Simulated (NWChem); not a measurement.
**One shape, several levels: CH5O+ (SMILES C[OH2+])**

Wanted: a comparison of 6 runs (HF/STO-3G, HF/3-21G, HF/def2-SVP, HF/def2-SVPD, B2PLYP/3-21G, PBE0/def2-SVP) of CH5O+. 

The calculation is run with NWChem 7.3.0.

## 1. Starting point

CH5O+ has 7 atoms, charge +1, and is taken as a singlet. SMILES: `C[OH2+]`. The coordinates come from a PBE0-D4/def2-TZVP relaxation.

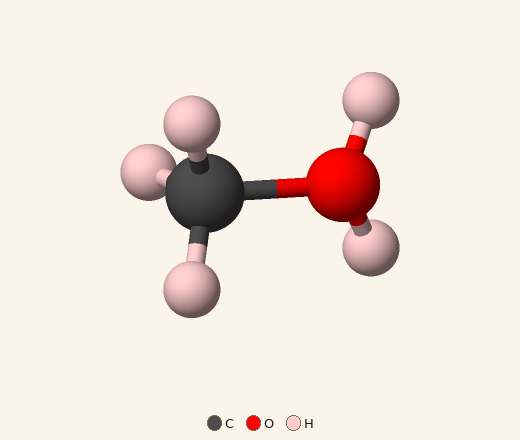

Viewed from a chosen angle; carbon dark grey, oxygen red, hydrogen pink.

## 2. Energy and forces at HF/STO-3G (run 1)

File ch5o.xyz:

```xyz
7

C     -0.310200    -0.443600    -0.333100
O      0.309300     0.508700     0.643200
H     -0.013400    -1.429700     0.011600
H     -1.380700    -0.292600    -0.230000
H      0.059900    -0.210100    -1.328200
H      0.058900     1.440400     0.510200
H      1.276200     0.426900     0.726300
```

File ch5o.nw:

```
start ch5o
memory 2200 mb
charge 1

geometry noautosym nocenter noautoz
   load format xyz ch5o.xyz
end

basis spherical bse
   * library STO-3G
end

scf
   thresh 1e-08
   maxiter 80
   print low
end

task scf gradient
```

Started as:

```bash
$ nwchem ch5o.nw > ch5o.out
```

Log:

```text
[...]
  functions       =    15
[...]
  wavefunction    = RHF
[...]
         Total SCF energy =   -113.928476322252
      One-electron energy =   -240.565673615687
      Two-electron energy =     80.637150205014
 Nuclear repulsion energy =     46.000047088421
        Time for solution =      0.2s
[...]
                         RHF ENERGY GRADIENTS
    atom               coordinates                        gradient
                 x          y          z           x          y          z
   1 C      -0.586193  -0.838282  -0.629468   -0.005181  -0.009592  -0.015617
   2 O       0.584492   0.961304   1.215472    0.016303   0.021455   0.008587
   3 H      -0.025322  -2.701741   0.021921   -0.002177   0.008727  -0.000448
   4 H      -2.609145  -0.552934  -0.434637    0.008826  -0.000458   0.001514
   5 H       0.113195  -0.397031  -2.509934   -0.002730  -0.001572   0.008082
   6 H       0.111305   2.721961   0.964138    0.005489  -0.020119   0.001251
   7 H       2.411668   0.806724   1.372508   -0.020531   0.001559  -0.003371
 Task  times  cpu:        0.3s     wall:        0.3s
 Total times  cpu:        0.3s     wall:        0.3s
```

Wall time 0.95 s (1 thread of Intel Xeon Platinum 8488C (Sapphire Rapids), shared host); peak memory 0.097 GiB.

## 3. Energy and forces at HF/3-21G (run 2)

File input.nw:

```
start input
title "CH5O"
memory total 2200 mb
charge 1

geometry units atomic noautosym nocenter noautoz
  C   -0.58619304  -0.83828251  -0.62946777
  O    0.58449229   0.96130368   1.21547184
  H   -0.02532233  -2.70174144   0.02192082
  H   -2.60914486  -0.55293386  -0.43463701
  H    0.11319459  -0.39703146  -2.50993424
  H    0.11130487   2.72196151   0.96413827
  H    2.41166848   0.80672408   1.37250808
end

basis "ao basis" spherical bse
  C library 3-21G
  O library 3-21G
  H library 3-21G
end

scf
  thresh 1e-08
  maxiter 80
  noprint "final vectors analysis"
end

task scf gradient
```

Started as:

```bash
$ nwchem input.nw > input.out
```

Log:

```text
[...]
  functions       =    28
[...]
  wavefunction    = RHF
[...]
         Total SCF energy =   -114.719065087240
      One-electron energy =   -241.611532846625
      Two-electron energy =     80.892423948917
 Nuclear repulsion energy =     46.000043810468
        Time for solution =      0.3s
[...]
                         RHF ENERGY GRADIENTS
    atom               coordinates                        gradient
                 x          y          z           x          y          z
   1 C      -0.586193  -0.838283  -0.629468    0.016618   0.022576   0.012417
   2 O       0.584492   0.961304   1.215472   -0.015918  -0.017509   0.007400
   3 H      -0.025322  -2.701741   0.021921    0.002804  -0.006776   0.003515
   4 H      -2.609145  -0.552934  -0.434637   -0.007748   0.001970   0.001665
   5 H       0.113195  -0.397031  -2.509934    0.002488   0.001441  -0.007270
   6 H       0.111305   2.721962   0.964138    0.006376  -0.005432  -0.007887
   7 H       2.411668   0.806724   1.372508   -0.004620   0.003730  -0.009840
[...]
```

Run time: 1.1 s. Hardware: 1 thread of Intel Xeon Platinum 8488C (Sapphire Rapids), shared host; peak memory 0.094 GiB.

## 4. Energy and forces at HF/def2-SVP (run 3)

File ch5o.nw:

```
start ch5o
title "CH5O"
memory stack 880 mb heap 220 mb global 1100 mb
charge 1

geometry units angstrom noautosym nocenter noautoz
  C     -0.310200    -0.443600    -0.333100
  O      0.309300     0.508700     0.643200
  H     -0.013400    -1.429700     0.011600
  H     -1.380700    -0.292600    -0.230000
  H      0.059900    -0.210100    -1.328200
  H      0.058900     1.440400     0.510200
  H      1.276200     0.426900     0.726300
end

basis spherical bse
  * library def2-SVP
end

scf
  thresh 1e-08
  maxiter 80
end

task scf gradient
```

Started as:

```bash
$ nwchem ch5o.nw > ch5o.out
```

Log:

```text
[...]
  functions       =    53
[...]
  wavefunction    = RHF
[...]
         Total SCF energy =   -115.262691088988
      One-electron energy =   -242.429806126167
      Two-electron energy =     81.167067948758
 Nuclear repulsion energy =     46.000047088421
        Time for solution =      1.8s
[...]
                         RHF ENERGY GRADIENTS
    atom               coordinates                        gradient
                 x          y          z           x          y          z
   1 C      -0.586193  -0.838282  -0.629468    0.002942   0.003240  -0.001210
   2 O       0.584492   0.961304   1.215472   -0.010101  -0.010271   0.008576
   3 H      -0.025322  -2.701741   0.021921    0.000495  -0.002188   0.000910
   4 H      -2.609145  -0.552934  -0.434637   -0.002414   0.000202   0.000410
   5 H       0.113195  -0.397031  -2.509934    0.000210  -0.000325  -0.002694
   6 H       0.111305   2.721961   0.964138   -0.004629   0.012212  -0.004604
   7 H       2.411668   0.806724   1.372508    0.013497  -0.002871  -0.001387
[...]
```

It took 2.9 s on 1 thread of Intel Xeon Platinum 8488C (Sapphire Rapids), shared host; peak memory 0.099 GiB.

Runs 4 to 5 aren't shown in full; the table further down has their settings and results.

## 5. Energy and forces at PBE0/def2-SVP (run 6)

File m1.nw:

```
start m1
title "CH5O gradient"
memory 2200 mb
charge 1

geometry noautosym nocenter noautoz
 C       -0.310200      -0.443600      -0.333100
 O        0.309300       0.508700       0.643200
 H       -0.013400      -1.429700       0.011600
 H       -1.380700      -0.292600      -0.230000
 H        0.059900      -0.210100      -1.328200
 H        0.058900       1.440400       0.510200
 H        1.276200       0.426900       0.726300
end

basis spherical bse
 C library def2-SVP
 O library def2-SVP
 H library def2-SVP
end

dft
 xc pbe0
 grid xfine
 convergence energy 1e-08
 maxiter 100
 mulliken
end

task dft gradient
```

Started as:

```bash
$ nwchem m1.nw > m1.out
```

Log:

```text
[...]
          Wavefunction type:  closed shell.
          No. of atoms     :     7
          No. of electrons :    18
[...]
          Charge           :     1
          Spin multiplicity:     1
[...]
          AO basis - number of functions:    53
[...]
              XC Information
              --------------
                         PBE0 Method XC Functional
                     Hartree-Fock (Exact) Exchange  0.250
          PerdewBurkeErnzerhof Exchange Functional  0.750
            Perdew 1991 LDA Correlation Functional  1.000 local
           PerdewBurkeErnz. Correlation Functional  1.000 non-local
[...]
 d= 0,ls=0.0,diis     1   -115.6719799856 -1.62D+02  2.05D-02  1.45D+00     1.7
[...]
 d= 0,ls=0.0,diis     8   -115.8015813913 -2.49D-10  4.99D-07  2.80D-09    11.5
         Total DFT energy =     -115.801581391346
      One electron energy =     -242.585858154482
           Coulomb energy =       96.222257615947
    Exchange-Corr. energy =      -15.438027941233
 Nuclear repulsion energy =       46.000047088421
[...]
      Total Density - Mulliken Population Analysis
     ---------------------------------------------
    Atom       Charge   Shell Charges
 -----------   ------   -------------------------------------------------------
    1 C    6     5.94   1.99  0.92  0.22  2.02  0.75  0.04
    2 O    8     8.08   1.99  1.07  0.55  2.93  1.54  0.01
    3 H    1     0.85   0.72  0.10  0.02
    4 H    1     0.85   0.72  0.10  0.02
    5 H    1     0.86   0.73  0.10  0.02
    6 H    1     0.71   0.62  0.02  0.07
    7 H    1     0.71   0.62  0.02  0.07
[...]
  wavefunction    = closed shell
                         DFT ENERGY GRADIENTS
    atom               coordinates                        gradient
                 x          y          z           x          y          z
   1 C      -0.586193  -0.838282  -0.629468   -0.003920  -0.006167  -0.006660
   2 O       0.584492   0.961304   1.215472    0.004450   0.006309   0.004366
   3 H      -0.025322  -2.701741   0.021921   -0.001263   0.006031  -0.001677
   4 H      -2.609145  -0.552934  -0.434637    0.006336  -0.000316  -0.000321
   5 H       0.113195  -0.397031  -2.509934   -0.001964  -0.001074   0.006077
   6 H       0.111305   2.721961   0.964138    0.000120  -0.004011  -0.000547
   7 H       2.411668   0.806724   1.372508   -0.003760  -0.000772  -0.001237
[...]
```

Run time: 15 s. Hardware: 1 thread of Intel Xeon Platinum 8488C (Sapphire Rapids), shared host; peak memory 0.13 GiB.

## 6. Overview of the runs

```csv
run,level,task,iteration cap,energy (Eh),largest force (eV/Å),wall time
1,HF/STO-3G,gradient,80,-113.928476,1.454,0.95 s
2,HF/3-21G,gradient,80,-114.719065,1.577,1.1 s
3,HF/def2-SVP,gradient,80,-115.262691,0.862,2.9 s
4,HF/def2-SVPD,gradient,80,-115.269186,1.037,9 s
5,B2PLYP/3-21G,energy,100,-115.231827,–,5.4 s
6,PBE0/def2-SVP,gradient,100,-115.801581,0.508,15 s
```

## 7. Summary of results

```
                       quantity          value
            run 6: total energy  -115.80158 Eh
             run 6: HOMO energy      -17.31 eV
             run 6: LUMO energy       -5.96 eV
           run 6: HOMO–LUMO gap       11.35 eV
run 6: largest force on an atom     0.508 eV/Å
```

In words: Over runs 3, 5, 6 the HOMO–LUMO gap runs from 11.35 eV (PBE0/def2-SVP) to 19.13 eV (HF/def2-SVP). Exact exchange widens orbital gaps. Totals of different functionals can't be ranked against each other. In run 1 the basis is minimal, so the values are rough. All runs together took 35 s, the longest 15 s.
